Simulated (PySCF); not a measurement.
```xyz
17

C    -1.8230    1.3190   -0.4877
C    -1.5675    0.2238    0.1474
C    -0.5002   -0.7112    0.4970
C    -0.9021   -2.1580    0.1829
C     0.7806   -0.3610   -0.2594
O     2.0321   -0.7278    0.3497
C     1.7301    0.5816    0.2636
C     2.2061    1.7591    0.5796
Cl    1.3273    3.1972    0.2071
H    -1.0696    1.9156   -1.0066
H    -2.8188    1.7351   -0.5340
H    -0.2913   -0.6235    1.5710
H    -1.7700   -2.4388    0.7733
H    -0.0819   -2.8322    0.4173
H    -1.1510   -2.2579   -0.8714
H     0.7422   -0.5248   -1.3327
H     3.1499    1.9157    1.0729
```

Geometry: GFN2-xTB.

Method: UKS B3LYP, pcH-1 on C Cl H O, non-relativistic, mean-field spin-orbit, GIAO in PySCF 2.14.0, density-fitted response routines.

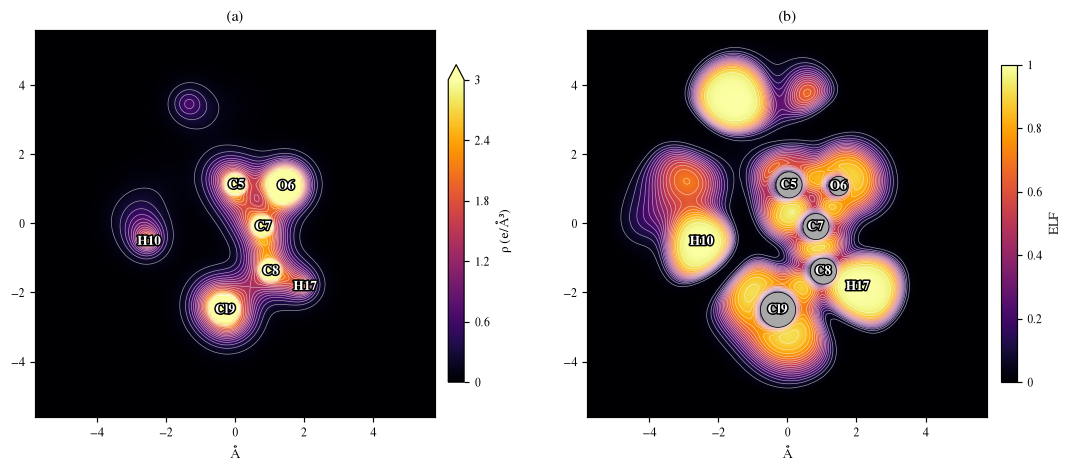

C7H8ClO (doublet). (a) total electron density; (b) ELF on the plane of atoms Cl9, C8 and H17. Grey discs cover the atomic cores in the ELF map.

### What do the fields say about this system?

- Atoms in the plane: C, O, Cl and H.
- C–C (1.31 Å): the density is about 2.3 e/Å³ at the midpoint; the ELF peaks at about 0.90 between the atoms (a short, multiple covalent bond).
- C–O (1.35 Å): ρ at the midpoint is about 2.3 e/Å³; the ELF peaks at about 0.85 between the atoms, as expected for a polar covalent bond.
- C–Cl (1.73 Å): ρ is about 1.4 e/Å³ halfway; the ELF peaks at about 0.90 between the atoms (localised, covalent bonding).
- C–H (1.08 Å): ρ is about 2 e/Å³ halfway; the ELF climbs to about 1 towards the hydrogen, as it does in any bond to H: a covalent bond by its length.
- C–C (1.44 Å): ρ is about 1.7 e/Å³ halfway; the ELF peaks at about 0.85 between the atoms (a covalent bond).
- The ELF also peaks beside Cl9 and O6, away from the bonds: non-bonding electrons, paired or unpaired.
